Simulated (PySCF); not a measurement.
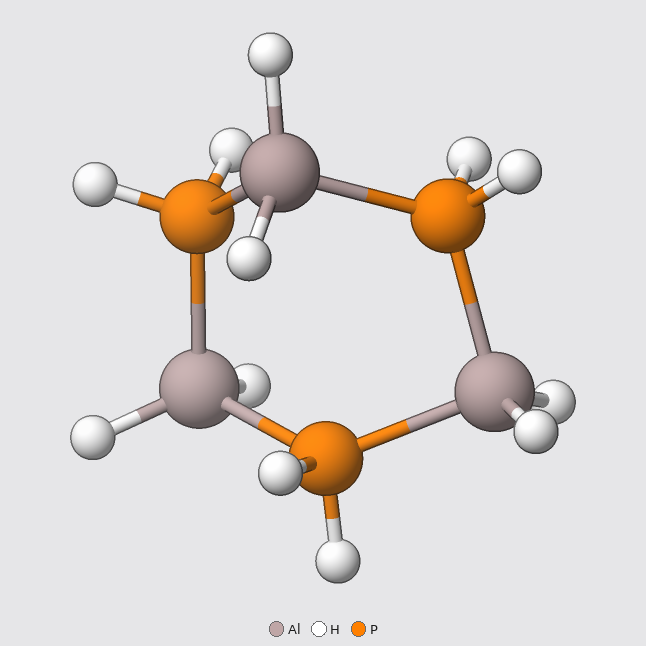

Every bond is drawn as one stick, whatever its order.

The computed structure is the end point of a PBE0-D3(BJ)/def2-SVP optimisation. No frequency run is at hand to confirm it as a minimum.

Description:

Formula Al3H12P3. The point group is C1. Coordination, clear cases only: 2 P tetrahedral.

More results for the same structure follow; atom numbers are the same in all pictures, views and colours differ.

Dipole moment

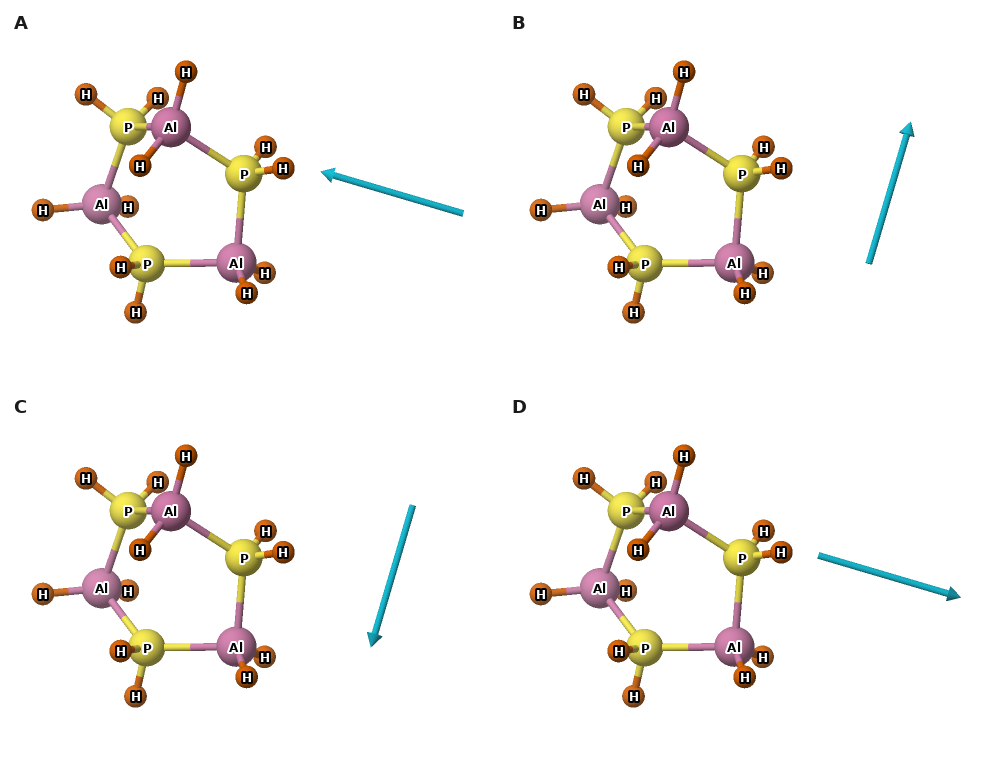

The same molecule four times, each with an arrow. No frequency run is at hand to confirm it as a minimum. Level of theory: B3LYP/pcSseg-1 (pcSseg-2 on Al), gas phase (PySCF 2.14.0).

**Which arrow points along the dipole moment, from the negative to the positive end?**

B. The dipole moment is 1.19 D.

NMR shielding

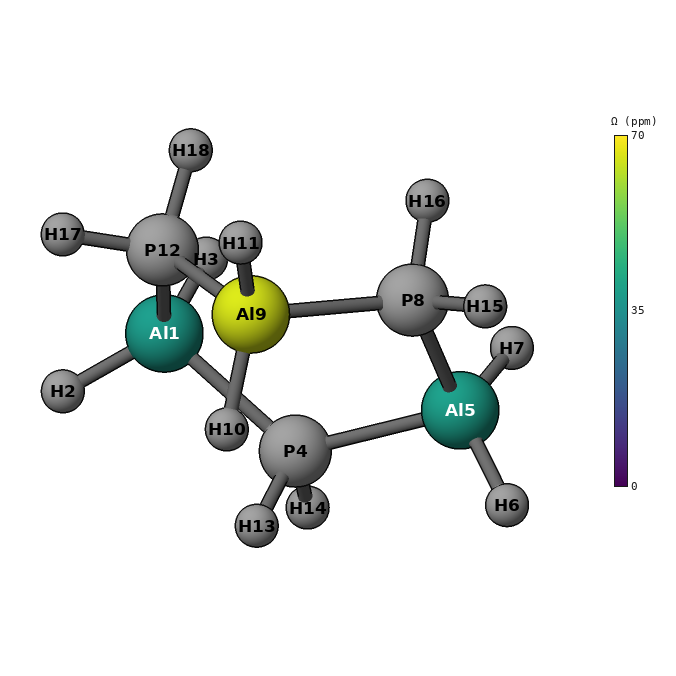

The Al atoms are coloured by the span of their shielding tensor. No frequency run is at hand to confirm it as a minimum. Method: GIAO PBE/pcSseg-1 (pcSseg-2 on Al) NMR shielding, non-relativistic, gas phase (PySCF 2.14.0). Principal shieldings σ11 ≤ σ22 ≤ σ33, span Ω = σ33 − σ11, skew κ = 3(σiso − σ22)/Ω.

**Which Al atom has the most anisotropic shielding?**

Al9, with a span of 65 ppm.

Give the shielding tensors of the Al atoms.

```
atom    σ11    σ22    σ33   σiso     Ω     κ
 Al1  413.4  417.6  451.4  427.5  38.0  0.77
 Al5  412.5  415.8  451.4  426.6  38.9  0.83
 Al9  412.2  417.1  477.6  435.6  65.4  0.85
```

Shieldings and span in ppm.

Bond orders

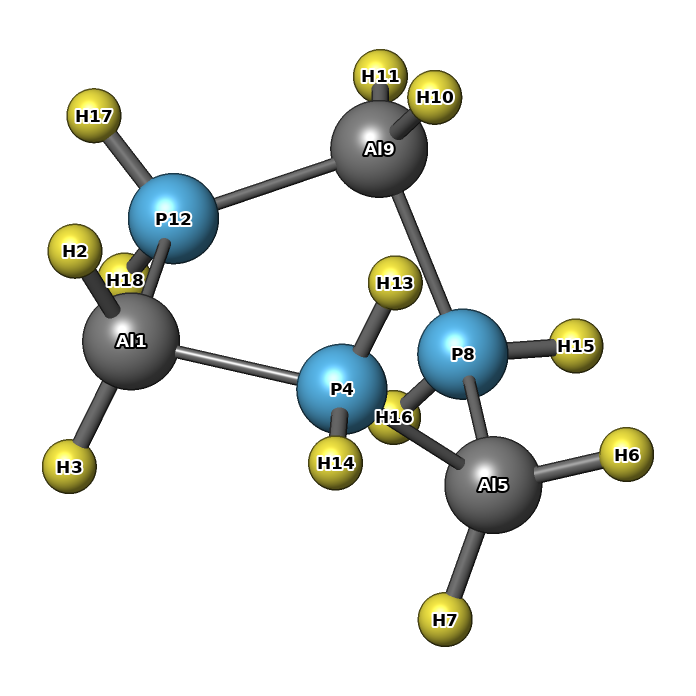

The thickness of each stick grows with its Mayer bond order. No frequency run is at hand to confirm it as a minimum. Level of theory: PBE0/pcSseg-1 (pcSseg-2 on Al) (PySCF 2.14.0).

List the Mayer bond orders of Al1–P4, Al1–P12, P4–Al5, Al5–P8, P8–Al9, Al9–P12 (bonds between heavy atoms, one of each equivalent set).

```tsv
bond	Mayer order	length (Å)
Al1–P4	0.62	2.434
Al1–P12	0.60	2.444
P4–Al5	0.62	2.433
Al5–P8	0.60	2.441
P8–Al9	0.62	2.431
Al9–P12	0.62	2.431
```

Core levels

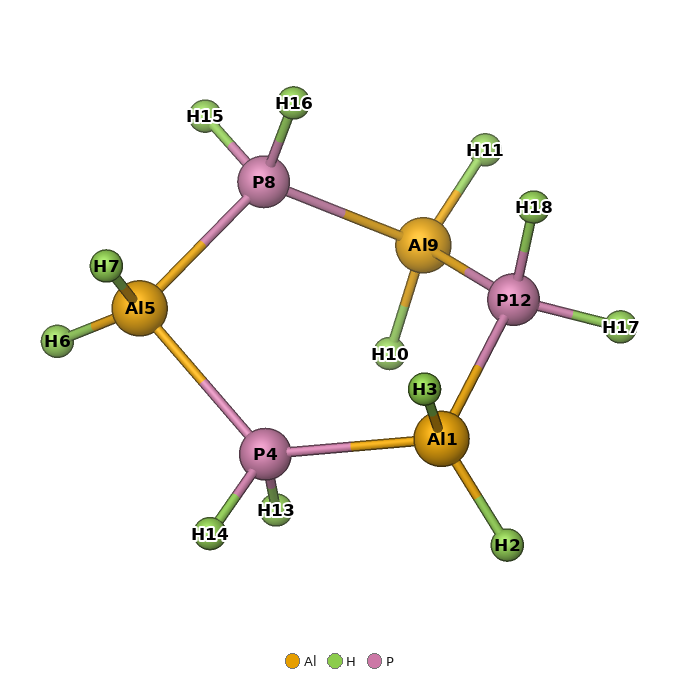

No frequency run is at hand to confirm it as a minimum. Method: delta-SCF UKS SCAN, pcX-2 on the ionised atom (unc-x2c-TZVPall on a metal), pcseg-1 elsewhere, spin-free X2C (PySCF 2.14.0).

Give the core-electron binding energies (to vacuum; p and d levels without spin–orbit splitting) of Al1 1s, Al1 2p, P4 1s, P4 2p.

| atom | level | binding energy (eV) |
| --- | --- | --- |
| Al1 | 1s | 1565.9 |
| Al1 | 2p | 79.8 |
| P4 | 1s | 2150.0 |
| P4 | 2p | 136.8 |
